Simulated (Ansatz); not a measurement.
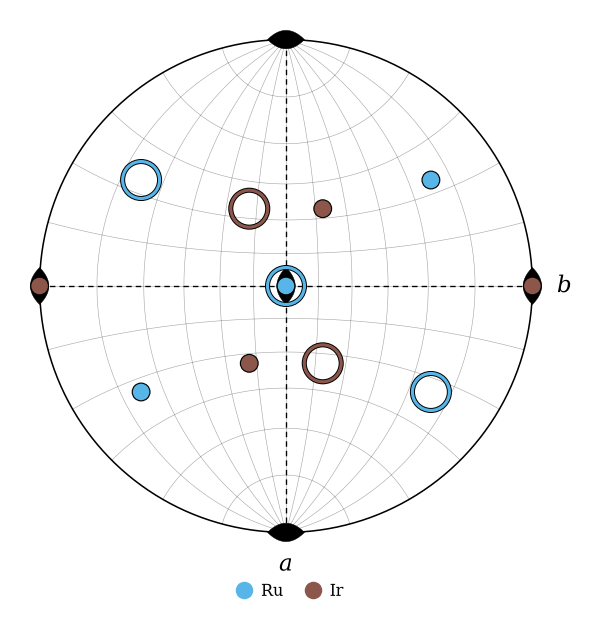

Directions from one strontium atom at (0, 0, 0) to its bonded neighbours, in stereographic projection down c (filled: above the plane of the page or in it, open: below). Crystal: SrIr₂Ru₂, the geometry relaxed with Ansatz, DFT, PAW plane waves, r2scan; the starting structure was generated, so it need not be a known form of this composition. Geometry calculated from the standardised cell; symmetry tolerance 0.002 Å.

Neighbours are counted up to 3.87 Å for Ru, 3.88 Å for Ir. The symmetry elements of the site are drawn in: heavy lines are mirror planes (a heavy rim: a mirror in the plane of the page); lens, triangle, square and hexagon are 2-, 3-, 4- and 6-fold axes, a lens in an open square is −4, a triangle in an open hexagon −6; thin dashed diameters join the ends of axes that lie in the page; a small open circle marks inversion.

```
CELL_PARAMETERS angstrom
7.76827 0.00000 0.00000
0.00000 10.62151 0.00000
0.00000 0.00000 10.88528
ATOMIC_POSITIONS crystal
Sr 0.00000 0.00000 0.00000
Sr 0.25000 0.25000 0.25000
Ru 0.00000 0.00000 0.34730
Ru 0.50000 0.00000 0.15270
Ru 0.25000 0.75000 0.40270
Ru 0.25000 0.75000 0.09730
Ir 0.50000 0.16312 0.00000
Ir 0.50000 0.83688 0.00000
Ir 0.25000 0.58688 0.25000
Ir 0.25000 0.91312 0.25000
Sr 0.00000 0.50000 0.50000
Sr 0.25000 0.75000 0.75000
Ru 0.00000 0.50000 0.84730
Ru 0.50000 0.50000 0.65270
Ru 0.25000 0.25000 0.90270
Ru 0.25000 0.25000 0.59730
Ir 0.50000 0.66312 0.50000
Ir 0.50000 0.33688 0.50000
Ir 0.25000 0.08688 0.75000
Ir 0.25000 0.41312 0.75000
Sr 0.50000 0.00000 0.50000
Sr 0.75000 0.25000 0.75000
Ru 0.50000 0.00000 0.84730
Ru 0.00000 0.00000 0.65270
Ru 0.75000 0.75000 0.90270
Ru 0.75000 0.75000 0.59730
Ir 0.00000 0.16312 0.50000
Ir 0.00000 0.83688 0.50000
Ir 0.75000 0.58688 0.75000
Ir 0.75000 0.91312 0.75000
Sr 0.50000 0.50000 0.00000
Sr 0.75000 0.75000 0.25000
Ru 0.50000 0.50000 0.34730
Ru 0.00000 0.50000 0.15270
Ru 0.75000 0.25000 0.40270
Ru 0.75000 0.25000 0.09730
Ir 0.00000 0.66312 0.00000
Ir 0.00000 0.33688 0.00000
Ir 0.75000 0.08688 0.25000
Ir 0.75000 0.41312 0.25000
```

### How many neighbours are there, and at what angles?

12: 4 Ru at 3.46 Å, 4 Ir at 3.47 Å, 2 Ir at 3.58 Å, 2 Ru at 3.78 Å. Angles between bonds: 38° (4×), 40° (4×), 41° (4×), 72° (4×), 75° (4×), 77° (2×), 80° (2×), 90° (4×), 97° (4×), 105° (4×), 106° (4×), 108° (4×), 111° (4×), 112° (4×), and larger ones.

### What is the site's symmetry in the crystal?

Point group 222 (D2), order 4: three twofold axes. In No. 70, Fddd, origin choice 1 this is Wyckoff position 8a.
